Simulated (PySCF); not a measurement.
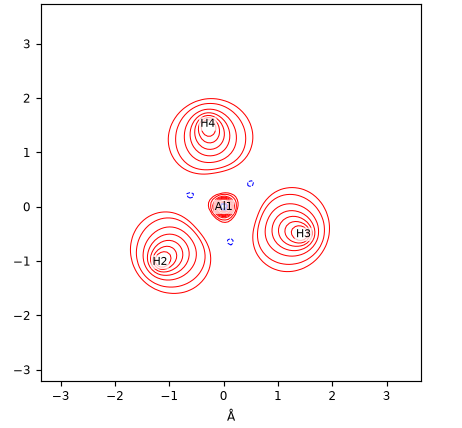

Figure. AlH3, SMILES `[AlH3]`. Deformation density (molecule less spherical, spin-averaged free atoms) in the molecular plane; contours at ±0.05 to ±0.8 e/Å³; solid red lines: gain, dashed blue lines: loss.

PySCF calculation, B3LYP/def2-SVPD, gas phase; geometry: GFN2-xTB. No frequency check shows the geometry to be a minimum.

The calculation's input:

```python
import numpy as np
from pyscf import gto, scf, dft
from pyscf.scf import atom_ks, atom_hf
from scipy.linalg import block_diag

def solve(mol, dm0=None, hcore=None):
    mf = (dft.UKS if mol.spin else dft.RKS)(mol, xc='b3lyp')
    mf.grids.level = 3
    mf = mf.density_fit(auxbasis='def2-universal-jkfit')
    mf.conv_tol, mf.max_cycle = 1e-8, 80
    if hcore is not None:
        mf.get_hcore = lambda *args: hcore
    mf.kernel(dm0)
    if not mf.converged:
        mf = mf.newton().run(mf.mo_coeff, mf.mo_occ, max_cycle=30)
    assert mf.converged, 'SCF not converged'
    return mf

mol = gto.M(atom='''
Al     0.00000     0.00000     0.00000
H     -1.05770     1.13716     0.00000
H     -0.45597    -1.48457     0.00000
H      1.51364     0.34741     0.00000
''', basis='def2-svpd', charge=0, spin=0, verbose=4)
mf = solve(mol)
mf.analyze()
# spherically averaged free atoms, for the promolecule
atm = atom_ks.get_atm_nrks(mol, xc='b3lyp')
pro = block_diag(*[(atm[a[0]][2] * atm[a[0]][3]) @ atm[a[0]][2].T for a in mol._atom])
np.savez('result.npz', e=mf.e_tot, c=mf.mo_coeff, occ=mf.mo_occ, eps=mf.mo_energy, pro=pro, dip=mf.dip_moment(verbose=0), s2=mf.spin_square()[0])
```

Command:

```sh
OMP_NUM_THREADS=1 python input.py
```

The run took 2 s on 1 thread of Arm Neoverse V2, on a shared host, peak memory 0.2 GiB.

Partitions, critical points and surface values were worked out afterwards from this run's density.

Question: How much density has each bond in this plane gained at its critical point, relative to the free atoms?

Answer: Al1–H2, Al1–H3 and Al1–H4: +0.15 e/Å³ at the bond critical point (bond length 1.55 Å). In all, 1.0 electrons gather in the regions of gain relative to the promolecule.
